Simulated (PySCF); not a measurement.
CH₁₁ClSi₄

```csv
atom,x (Å),y (Å),z (Å)
C,-2.7148,-0.2967,-0.0707
Si,-1.1274,-1.3196,-0.2856
Si,0.6884,-0.1386,0.6075
Si,2.7764,-0.8455,-0.1523
Si,0.4001,2.1631,0.3880
Cl,0.2066,2.5339,-1.6133
H,-3.5806,-0.8009,-0.4899
H,-2.9227,-0.1057,0.9787
H,-2.6242,0.6653,-0.5676
H,-1.3442,-2.6300,0.3455
H,-0.9534,-1.5887,-1.7204
H,0.6757,-0.3450,2.0774
H,3.8746,-0.4829,0.7477
H,2.8396,-2.3013,-0.3096
H,3.1007,-0.2622,-1.4550
H,-0.8049,2.7428,0.9871
H,1.5032,3.0240,0.8215
```

Geometry: GFN2-xTB.

Computed with PBE0/pcSseg-1, SCF density, gas phase, non-relativistic in PySCF.

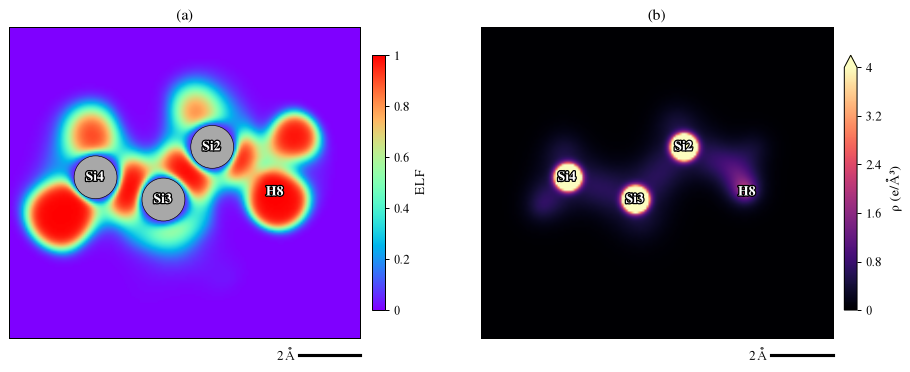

Figure 1. (a) ELF; (b) electron density on the plane of atoms Si2, Si3 and Si4. Grey discs cover the atomic cores in the ELF map.

What does the map show?

- Atoms in the plane: Si and H.
- Si–Si (2.34 Å): the density is about 0.63 e/Å³ at the midpoint; the ELF peaks at about 1 between the atoms (a shared electron pair).

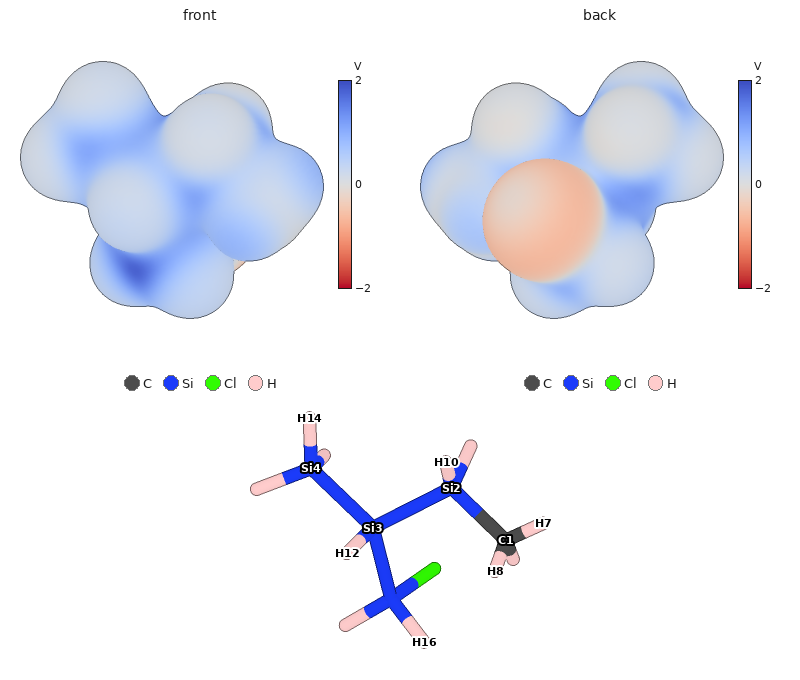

Figure 2. The molecular electrostatic potential painted on the density surface at 0.002 e/bohr³, seen from the front and from behind; red is negative and blue positive. The bare structure is drawn below in the same view.

Where is the surface potential most negative and most positive?

The most negative region (about −0.6 V, or −14 kcal/mol for a unit charge) lies over Cl6, the most positive (about +1.6 V, or +37 kcal/mol for a unit charge) over Si5.
